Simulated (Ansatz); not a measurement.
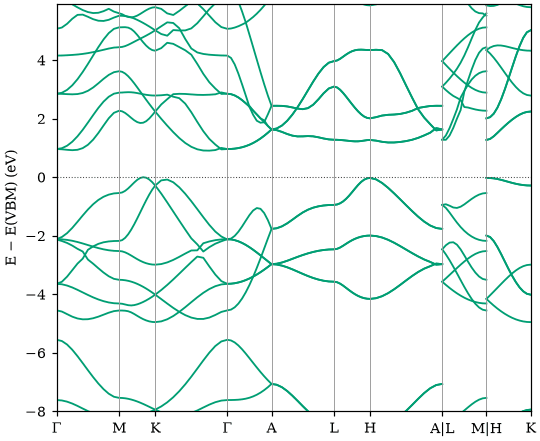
Figure. Band structure from DFT-PBE in the program Ansatz with PAW potentials

Question: Read off the gap and where the band edges lie.

Answer: About 0.9 eV (0.91 eV by a search for the band edges); maximum on the M–K line, 67 % of the way from M, minimum on the K–Γ line, 72 % of the way from K.

The material is GeSe (wurtzite, space group No. 186).

Space group P6_3mc (wurtzite). A made-up cell: these elements were put on the sites of a structure type; neither database checked (COD, Materials Project) lists it. It is not the phase usual at ambient conditions (space group No. 62). The cell was relaxed with PBE under the symmetry of its start; whether a distortion lowers the energy is not shown. Scalar-relativistic: spin–orbit coupling is off unless named, which matters more the heavier the elements.

Potentials: the later of the program's two PAW sets.
